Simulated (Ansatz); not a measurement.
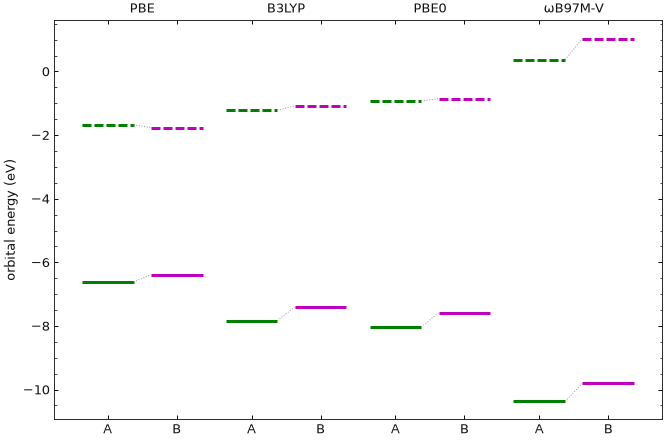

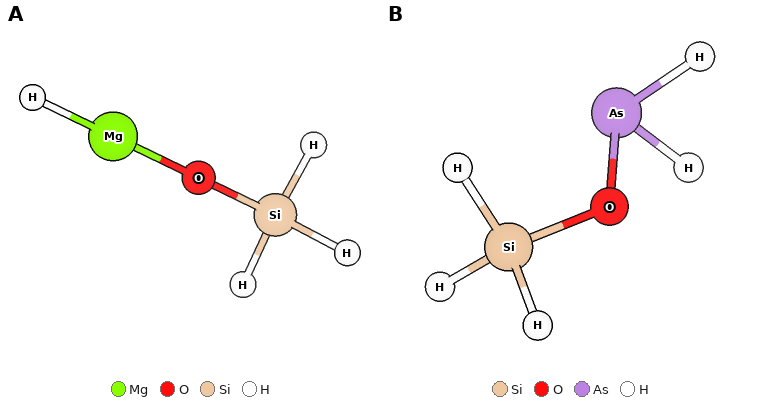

One change: A, MgSiH₄O (SMILES [MgH][O][SiH3]), becomes B, SiAsH₅O (SMILES [SiH3]O[AsH2]). MgH on O is replaced by AsH₂. HOMO (solid) and LUMO (dashed) computed in def2-TZVPP at PBE0-D4/def2-TZVP geometries, both minima by their frequencies, gas phase, the Ansatz code. Empty levels above zero depend strongly on the basis.

What does the change do to HOMO and LUMO?

Answer. PBE: the HOMO rises by 0.23 eV, the LUMO falls by 0.08 eV, and the separation goes from 4.94 to 4.63 eV. B3LYP: the HOMO rises by 0.43 eV, the LUMO rises by 0.14 eV, and the separation goes from 6.61 to 6.33 eV. PBE0: the HOMO rises by 0.44 eV, the LUMO rises by 0.07 eV, and the separation goes from 7.10 to 6.73 eV. ωB97M-V: the HOMO rises by 0.56 eV, the LUMO rises by 0.66 eV, and the separation goes from 10.74 to 10.84 eV.

Do the functionals agree on the effect?

Answer. Not on every direction; the HOMO shift lies between 0.23 and 0.56 eV and the LUMO shift between −0.08 and 0.66 eV, while the separations themselves differ by up to 6.2 eV between functionals.
